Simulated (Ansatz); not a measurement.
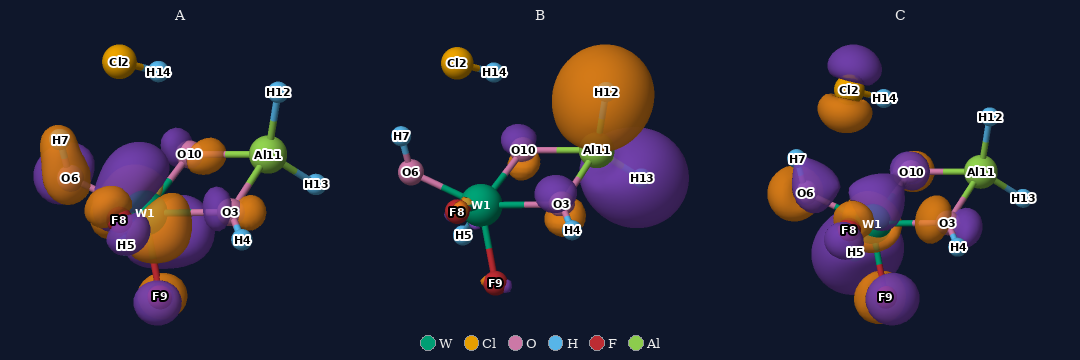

*AlF$_{2}$H$_{5}$O$_{3}$W···HCl. Three frontier orbitals at ±0.1 Å⁻³ᐟ² (orange and purple are the two phases), in no order.*

Core potentials replace the inner electrons of W; not at a stationary point (largest force 1.7 eV/Å).

Theory: RKS PBE/def2-SVP (Ansatz).

Input file:

```
crystal:
  periodic: [false, false, false]
  atoms:
    - { symbol: W, position_ang: [0.0, 0.0, 0.0] }
    - { symbol: Cl, position_ang: [0.0, 0.0, 2.74] }
    - { symbol: O, position_ang: [1.94, 0.0, 0.0] }
    - { symbol: H, position_ang: [2.2771, -0.9519, -0.0197] }
    - { symbol: H, position_ang: [0.0, 1.72, 0.0] }
    - { symbol: O, position_ang: [-1.94, 0.0, 0.0] }
    - { symbol: H, position_ang: [-2.2771, -0.1263, 0.9437] }
    - { symbol: F, position_ang: [0.0, -1.85, 0.0] }
    - { symbol: F, position_ang: [0.0, 0.0, -1.85] }
    - { symbol: O, position_ang: [1.4721, 1.5335, 0.7063] }
    - { symbol: Al, position_ang: [2.9226, 1.1852, 1.6775] }
    - { symbol: H, position_ang: [3.4691, -0.2732, 1.7677] }
    - { symbol: H, position_ang: [3.6472, 2.3382, 2.4384] }
    - { symbol: H, position_ang: [1.039, 1.0824, 1.9242] }
basis:
  gaussian: { orbitals: def2-SVP }
hamiltonian:
  xc: pbe
relax:
  f_tol: 0.15
  max_steps: 25
  restrain:
    - { distance: [0, 9], at: 1.94, k: 30.0 }
    - { distance: [13, 1], at: 1.37, k: 30.0 }
    - { distance: [0, 1], at: 3.59, k: 30.0 }
    - { distance: [13, 9], at: 2.21, k: 30.0 }
output:
  orbitals: {}
```

Command:

```sh
ansatz run input.yaml --threads 4 --pin off --max-ram 5120MiB --backend cpu --events-out ev --progress --plain --runs-dir out
```

The fields are those of the run's last geometry, not of the input's.

**Order the three orbitals by energy and name them.**

C is the HOMO−1 (−7.68 eV). It lies mainly on H5 (about 25 %), W1 (about 25 %), F9 (about 15 %), O6 (about 10 %) and Cl2 (about 5 %). B is the HOMO (−6.88 eV). By Hirshfeld shares it lies mainly on Al11 (about 30 %), H13 (about 30 %) and H12 (about 30 %). A is the LUMO (−4.35 eV). It lies mainly on W1 (about 65 %), O6 (about 10 %), F9 (about 5 %) and F8 (about 5 %).

**What is the HOMO–LUMO gap?**

2.53 eV between the orbital energies.
